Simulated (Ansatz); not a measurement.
## Run report: TaH₃O₂F₄, nudged elastic band (part 2 of 2)

TaH₃O₂F₄; RKS B3LYP-D4/def2-SVP (Ansatz 0.2.0). It belongs to a series of runs on one base structure; here: band between the two ends.

Geometry of the input (Å):
```
Ta 0.0241  -0.1391  0.1844
F  1.8188  -0.7780  0.2097
O  -0.2989  -0.8474  1.9018
H  -0.3233  -0.9974  2.8489
F  0.5439  0.8531  -1.3666
F  -1.2707  1.2318  0.4591
F  -0.9007  -1.4396  -0.7889
O  1.2099  1.5615  1.2024
H  0.8214  2.4337  1.0298
H  2.1370  1.5881  0.9177
```

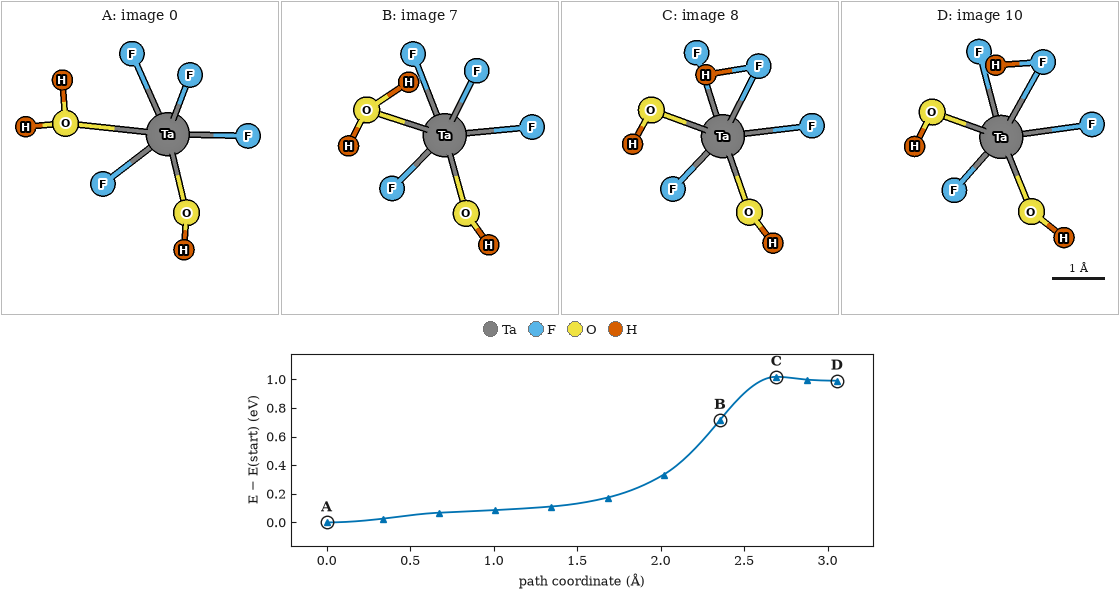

Figure 1. Images of the last band (counted from 0; ball-and-stick, seen at a tilt) above the energy along the path; the line is a cubic interpolation that uses the forces. The highest image is number 8, 1.018 eV above the start and 0.027 eV above the end (the climbing image); the end lies 0.991 eV above the start. The path is 3.06 Å long. The band converged in 24 iterations.

```
Total energy: -16560.04425519 eV, -608.5704015771 hartree
Atom 0 at    -0.136480     0.245416     0.188100 Å, force    -0.001423    -0.002092     0.005712 eV/Å
Atom 1 at     2.011868    -0.334459     0.257568 Å, force     0.000366     0.000675    -0.001797 eV/Å
Atom 2 at    -0.338654    -0.405694     1.953491 Å, force     0.005991     0.001464    -0.000001 eV/Å
Atom 3 at    -0.289194    -0.918503     2.763531 Å, force    -0.004569     0.000083    -0.000963 eV/Å
Atom 4 at     0.338618     0.903357    -1.520948 Å, force    -0.000309    -0.000109    -0.001192 eV/Å
Atom 5 at    -1.782876     1.127189     0.162764 Å, force    -0.000324     0.000149    -0.000888 eV/Å
Atom 6 at    -0.403568    -1.457755    -0.554447 Å, force     0.000579     0.000171    -0.001185 eV/Å
Atom 7 at     1.181695     1.667889     0.898776 Å, force    -0.000525     0.001918    -0.001401 eV/Å
Atom 8 at     1.146534     1.969625     1.817079 Å, force     0.000600    -0.001609    -0.000000 eV/Å
Atom 9 at     2.033656     0.669635     0.632385 Å, force    -0.000387    -0.000650     0.001716 eV/Å
Dipole moment:     0.148180     0.073531     1.062920 e Å
this run last wrote the band of iteration 24 to [file]
```

The last band as extended XYZ (Å, eV, eV/Å):
```
10
Properties=species:S:1:pos:R:3:forces:R:3 image=0 energy=-16561.06165
Ta    0.0241   -0.1391    0.1844   -0.0012   0.0024   0.0024
F     1.8188   -0.7780    0.2097    0.0005   0.0001   0.0002
O    -0.2989   -0.8474    1.9018   -0.0013  -0.0024   0.0050
H    -0.3233   -0.9974    2.8489    0.0016   0.0024  -0.0074
F     0.5439    0.8531   -1.3666   -0.0008  -0.0008   0.0009
F    -1.2707    1.2318    0.4591    0.0003  -0.0010  -0.0008
F    -0.9007   -1.4396   -0.7889    0.0007   0.0003  -0.0001
O     1.2099    1.5615    1.2024    0.0001   0.0013  -0.0005
H     0.8214    2.4337    1.0298    0.0010  -0.0014   0.0001
H     2.1370    1.5881    0.9177   -0.0010  -0.0008   0.0002
10
Properties=species:S:1:pos:R:3:forces:R:3 image=1 energy=-16561.03555
Ta    0.0355   -0.1268    0.1555   -0.0066   0.0067   0.0011
F     1.8451   -0.7202    0.1565   -0.0038  -0.0137   0.0145
O    -0.2702   -0.8195    1.8850   -0.0185  -0.0236  -0.0072
H    -0.4185   -1.0267    2.8085    0.0087  -0.0064   0.0153
F     0.4387    0.7621   -1.4859    0.0266   0.0318   0.0367
F    -1.2506    1.2507    0.4375    0.0015  -0.0109   0.0176
F    -0.8937   -1.4856   -0.7321   -0.0028   0.0123  -0.0171
O     1.2257    1.5673    1.1431   -0.0031  -0.0319   0.0767
H     0.8649    2.4625    1.2150   -0.0040   0.0112  -0.0903
H     2.1846    1.6029    1.0151    0.0020   0.0244  -0.0471
10
Properties=species:S:1:pos:R:3:forces:R:3 image=2 energy=-16560.99386
Ta    0.0379   -0.1045    0.1224    0.0050  -0.0042   0.0049
F     1.8533   -0.6835    0.1207   -0.0006  -0.0065  -0.0014
O    -0.2313   -0.7683    1.8756   -0.0172  -0.0149  -0.0123
H    -0.4288   -1.0329    2.7747    0.0048  -0.0134   0.0043
F     0.3771    0.7126   -1.5638    0.0019   0.0026   0.0079
F    -1.2603    1.2574    0.4137    0.0078   0.0037   0.0131
F    -0.8942   -1.5009   -0.7032   -0.0067   0.0037  -0.0007
O     1.2385    1.6257    0.9931   -0.0038  -0.0149   0.0122
H     0.8773    2.4088    1.4294   -0.0027   0.0253  -0.0398
H     2.1922    1.5523    1.1356    0.0115   0.0186   0.0119
10
Properties=species:S:1:pos:R:3:forces:R:3 image=3 energy=-16560.97549
Ta    0.0271   -0.0817    0.0944    0.0028  -0.0087  -0.0174
F     1.8478   -0.6569    0.1207    0.0041  -0.0120  -0.0035
O    -0.2344   -0.6923    1.8705   -0.0076  -0.0045  -0.0002
H    -0.4216   -0.9363    2.7778    0.0019  -0.0202  -0.0041
F     0.3977    0.7201   -1.5887   -0.0063  -0.0080   0.0019
F    -1.3024    1.2535    0.3423    0.0177   0.0037   0.0176
F    -0.8740   -1.5101   -0.7090   -0.0119   0.0080   0.0044
O     1.2384    1.6720    0.9408   -0.0011  -0.0013  -0.0054
H     0.9146    2.2469    1.6481   -0.0121   0.0310  -0.0260
H     2.1683    1.4515    1.1015    0.0125   0.0120   0.0327
10
Properties=species:S:1:pos:R:3:forces:R:3 image=4 energy=-16560.95057
Ta    0.0004   -0.0563    0.0845    0.0000  -0.0235  -0.0126
F     1.8287   -0.6283    0.1411    0.0127  -0.0241  -0.0113
O    -0.2637   -0.6283    1.8725    0.0068  -0.0139  -0.0033
H    -0.3754   -0.8827    2.7893   -0.0039  -0.0133   0.0018
F     0.4310    0.7730   -1.5691    0.0031  -0.0214  -0.0052
F    -1.3869    1.2241    0.2688    0.0382   0.0128   0.0264
F    -0.8302   -1.5203   -0.7264   -0.0375   0.0133  -0.0069
O     1.2166    1.7021    0.9493   -0.0100  -0.0035  -0.0079
H     1.0015    2.0823    1.8129   -0.0293   0.0285  -0.0134
H     2.1397    1.4010    0.9754    0.0199   0.0450   0.0324
10
Properties=species:S:1:pos:R:3:forces:R:3 image=5 energy=-16560.88803
Ta   -0.0316   -0.0048    0.0867    0.0240  -0.0621  -0.0286
F     1.8121   -0.5703    0.1681   -0.0100  -0.0718  -0.0307
O    -0.3089   -0.5413    1.8832    0.0343  -0.0766  -0.0204
H    -0.3499   -0.8815    2.7779   -0.0064   0.0212   0.0226
F     0.4294    0.8619   -1.5382    0.0261  -0.0525  -0.0100
F    -1.5032    1.1840    0.1958    0.0966   0.0299   0.0403
F    -0.7241   -1.5331   -0.7277   -0.1292   0.0002  -0.0397
O     1.2302    1.7139    0.9635   -0.0359   0.0116   0.0136
H     1.1142    1.9740    1.8888   -0.0604   0.0304   0.0087
H     2.0934    1.2640    0.9004    0.0608   0.1696   0.0440
10
Properties=species:S:1:pos:R:3:forces:R:3 image=6 energy=-16560.72728
Ta   -0.0610    0.0659    0.1104    0.0672  -0.2207  -0.0668
F     1.8176   -0.5003    0.1917   -0.1688  -0.1808  -0.0859
O    -0.3323   -0.4525    1.9151    0.0608  -0.0820  -0.0423
H    -0.3264   -0.8988    2.7640   -0.0025   0.0478   0.0346
F     0.3793    0.9158   -1.5267    0.0295  -0.0418  -0.0147
F    -1.6126    1.1519    0.1694    0.1927   0.0038   0.0302
F    -0.5974   -1.5350   -0.6690   -0.2704  -0.1078  -0.1171
O     1.2686    1.7014    0.9372   -0.0143   0.1025   0.0321
H     1.1991    1.9429    1.8715   -0.0006   0.0282   0.0554
H     2.0267    1.0754    0.8347    0.1064   0.4508   0.1745
10
Properties=species:S:1:pos:R:3:forces:R:3 image=7 energy=-16560.34549
Ta   -0.0935    0.1585    0.1512    0.1978  -0.4369  -0.1582
F     1.8960   -0.4064    0.2206   -0.5185  -0.3013  -0.1547
O    -0.3357   -0.4146    1.9420    0.0470  -0.0163  -0.0214
H    -0.2998   -0.9199    2.7577   -0.0032   0.0462   0.0163
F     0.3405    0.9265   -1.5229   -0.0205   0.0301  -0.0293
F    -1.7132    1.1326    0.1705    0.2982  -0.0538   0.0177
F    -0.4698   -1.4966   -0.6019   -0.2615  -0.2452  -0.1561
O     1.2669    1.6635    0.9087    0.3569   0.0154  -0.0030
H     1.1974    1.9409    1.8337    0.1954  -0.0715   0.0163
H     1.9728    0.8823    0.7387   -0.2916   1.0333   0.4726
10
Properties=species:S:1:pos:R:3:forces:R:3 image=8 energy=-16560.04394
Ta   -0.1365    0.2454    0.1881   -0.0014  -0.0021   0.0057
F     2.0119   -0.3345    0.2576    0.0004   0.0007  -0.0018
O    -0.3387   -0.4057    1.9535    0.0060   0.0015   0.0000
H    -0.2892   -0.9185    2.7635   -0.0046   0.0001  -0.0010
F     0.3386    0.9034   -1.5209   -0.0003  -0.0001  -0.0012
F    -1.7829    1.1272    0.1628   -0.0003   0.0001  -0.0009
F    -0.4036   -1.4578   -0.5544    0.0006   0.0002  -0.0012
O     1.1817    1.6679    0.8988   -0.0005   0.0019  -0.0014
H     1.1465    1.9696    1.8171    0.0006  -0.0016   0.0000
H     2.0337    0.6696    0.6324   -0.0004  -0.0006   0.0017
10
Properties=species:S:1:pos:R:3:forces:R:3 image=9 energy=-16560.06351
Ta   -0.1550    0.2828    0.2032   -0.0162   0.0297   0.0155
F     2.0648   -0.3394    0.2697    0.0250  -0.0179  -0.0061
O    -0.3493   -0.3838    1.9656   -0.0033   0.0132   0.0078
H    -0.2965   -0.9285    2.7543   -0.0029  -0.0119  -0.0087
F     0.3539    0.8894   -1.5166    0.0024  -0.0014   0.0030
F    -1.8262    1.1079    0.1383   -0.0237   0.0019  -0.0020
F    -0.3520   -1.4458   -0.5198    0.0171   0.0158   0.0139
O     1.1150    1.6929    0.8947   -0.0317   0.0066   0.0000
H     1.0822    1.9889    1.8149   -0.0251   0.0047   0.0010
H     2.1247    0.6023    0.5940    0.0583  -0.0407  -0.0244
10
Properties=species:S:1:pos:R:3:forces:R:3 image=10 energy=-16560.07108
Ta   -0.1704    0.3141    0.2199   -0.0044  -0.0046  -0.0072
F     2.0864   -0.3443    0.2824    0.0029   0.0025   0.0000
O    -0.3489   -0.3550    1.9881    0.0096  -0.0087   0.0086
H    -0.2774   -1.0115    2.6863   -0.0072   0.0106  -0.0056
F     0.3583    0.8544   -1.5177   -0.0028  -0.0019   0.0047
F    -1.8530    1.1146    0.1384   -0.0012   0.0002  -0.0029
F    -0.3345   -1.4393   -0.4601    0.0003   0.0002  -0.0018
O     1.0733    1.7253    0.8859    0.0011   0.0071   0.0112
H     1.0307    2.0290    1.8036   -0.0002   0.0007  -0.0008
H     2.1970    0.5793    0.5714    0.0017  -0.0061  -0.0062
```

Key numbers:

| quantity | value |
| --- | --- |
| outcome | converged |
| barrier, forward | 1.018 eV |
| barrier, backward | 0.027 eV |
| wall time | 8.1 min (CPU time 31 min) |
| peak memory | 0.38 GiB |

The order of the saddle point was not checked.
